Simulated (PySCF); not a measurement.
# BH2SeCl (SMILES ClB[SeH]) at BP86/def2-SVP

What is the vertical ionisation energy of BH2SeCl at BP86/def2-SVP? 

The calculation is run with PySCF 2.14.0.

## Step 1: The molecule

BH2SeCl has 5 atoms, charge 0, and is taken as a singlet. SMILES: `ClB[SeH]`. Geometry: relaxed at PBE0-D4/def2-TZVP. This is one conformer, not always the lowest.

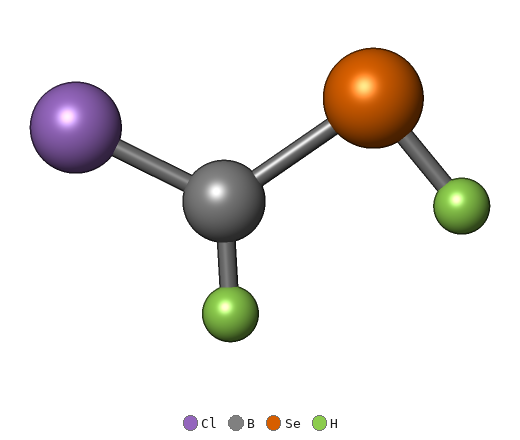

Viewed from a chosen angle; chlorine purple, boron grey, selenium orange, hydrogen green.

## Step 2: The energy at BP86/def2-SVP

input.xyz reads:

```xyz
5
BClH2Se
Cl    -2.133400    -0.290000    -0.272300
B     -0.406800    -0.344500    -0.042400
Se     0.577100     1.299700    -0.015900
H      0.133400    -1.393500     0.094000
H      1.879500     0.654700     0.195200
```

run.py reads:

```python
# ClB[SeH]
from pyscf import gto, dft

mol = gto.M(
    atom='input.xyz',
    max_memory=1860,
    verbose=4,
    spin=0,
    basis='def2-svp',
)

ks = dft.RKS(mol, xc='bp86')
ks.grids.level = 8
ks.conv_tol = 1e-10
ks.kernel()
if not ks.converged:
    ks = ks.newton().run(ks.mo_coeff, ks.mo_occ)

e_final = ks.e_tot
print('E = %.10f Eh' % e_final)
```

Command:

```sh
$ OMP_NUM_THREADS=1 python run.py
```

The program printed:

```text
PySCF version 2.14.0

[... 74 lines left out ...]
converged SCF energy = -2887.7186770515
E = -2887.7186770515 Eh
```

Run time: 15 s. Hardware: 1 thread of Intel Xeon Platinum 8488C (Sapphire Rapids), shared host; peak memory 0.4 GiB.

## Step 3: The doublet cation at the same level

input.py reads:

```python
from pyscf import gto, dft

mol = gto.M(
    atom=[
    ('Cl', (-2.133400, -0.290000, -0.272300)),
    ('B', (-0.406800, -0.344500, -0.042400)),
    ('Se', (0.577100, 1.299700, -0.015900)),
    ('H', (0.133400, -1.393500, 0.094000)),
    ('H', (1.879500, 0.654700, 0.195200)),
],
    charge=1,
    basis='def2-svp',
    max_memory=1860,
    verbose=4,
    spin=1,
)

mf = dft.UKS(mol)
mf.xc = 'bp86'
mf.conv_tol = 1e-10
mf.grids.level = 8
mf.kernel()
if not mf.converged:
    mf = mf.newton().run(mf.mo_coeff, mf.mo_occ)

energy = mf.e_tot
print('E = %.10f Eh' % energy)
```

Command:

```sh
$ OMP_NUM_THREADS=1 python input.py
```

The program printed:

```text
PySCF version 2.14.0

[... 84 lines left out ...]
[... the frontier-level lines of each cycle are left out ...]
[... 11 lines left out ...]
[... 8 lines left out ...]
[... 11 lines left out ...]
[... 8 lines left out ...]
[... 11 lines left out ...]
[... 8 lines left out ...]
[... 4 lines left out ...]


cycle= 18 E= -2887.35093975343  delta_E= -3.89e-08  |g|= 4.46e-05  |ddm|= 0.00922



cycle= 19 E= -2887.35093973214  delta_E= 2.13e-08  |g|= 9.26e-06  |ddm|= 0.00146



cycle= 20 E= -2887.35093973219  delta_E= -4.5e-11  |g|= 2.32e-06  |ddm|= 0.000228



Extra cycle  E= -2887.35093973215  delta_E= 4.14e-11  |g|= 7.77e-06  |ddm|= 1.68e-05
converged SCF energy = -2887.35093973215  <S^2> = 0.7534362  2S+1 = 2.0034333
E = -2887.3509397321 Eh
```

It took 45 s on 1 thread of Intel Xeon Platinum 8488C (Sapphire Rapids), shared host; peak memory 0.42 GiB.

## Step 4: Results

Level: BP86/def2-SVP.

| quantity | value |
| --- | --- |
| singlet BH2SeCl: total energy | -2887.71868 Eh |
| singlet BH2SeCl: dipole moment | 1.12 D |
| singlet BH2SeCl: HOMO energy | -6.66 eV |
| singlet BH2SeCl: LUMO energy | -2.17 eV |
| singlet BH2SeCl: HOMO–LUMO gap | 4.49 eV |
| doublet cation: total energy | -2887.35094 Eh |
| doublet cation: HOMO energy (highest over α and β) | -13.31 eV |
| doublet cation: LUMO energy (lowest over α and β) | -13.30 eV |
| doublet cation: ⟨S²⟩ | 0.753 |
| vertical ionisation energy (to the doublet cation) | 10.007 eV |

What this shows: Removing an electron at fixed nuclei costs 10.01 eV (231 kcal/mol). −ε(HOMO) before ionisation, 6.66 eV, is 3.35 eV below this ionisation energy. Mulliken charges (singlet BH2SeCl) run from -0.07 on B2 to +0.06 on H5; they depend strongly on the basis. Mulliken charges (doublet cation) run from -0.01 on B2 to +0.50 on Se3; they depend strongly on the basis.
